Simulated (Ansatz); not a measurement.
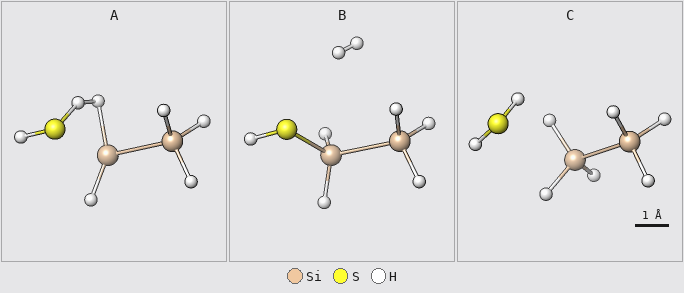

3 geometries from a converged minimum-energy path of Si2H8S, made up at the start of Si₂H₆S and H2, shuffled. Style: ball-and-stick. Shown face on.

Computed with Ansatz, RKS r2SCAN-D4/def2-SVP. Run with 5 movable images; climbing image; force threshold 0.03 eV/Å; iteration limit 60; starting path through a guess of the saddle point.

Which frame is the top of the path?

Answer. A. In order along the path, whose images run from 0 to 6: B (image 0, 0.0 kcal/mol), A (image 3, +50.2 kcal/mol), C (image 5, +5.9 kcal/mol). Breaking: H–H (0.76 → 3.05 Å), S–Si (2.16 → 3.70 Å). Forming: H–S (3.16 → 1.35 Å), H–Si (3.58 → 1.50 Å).

Limits of the set-up: the start holds two separate molecules, 2.9 Å apart at their closest, whose relative position is a soft coordinate.
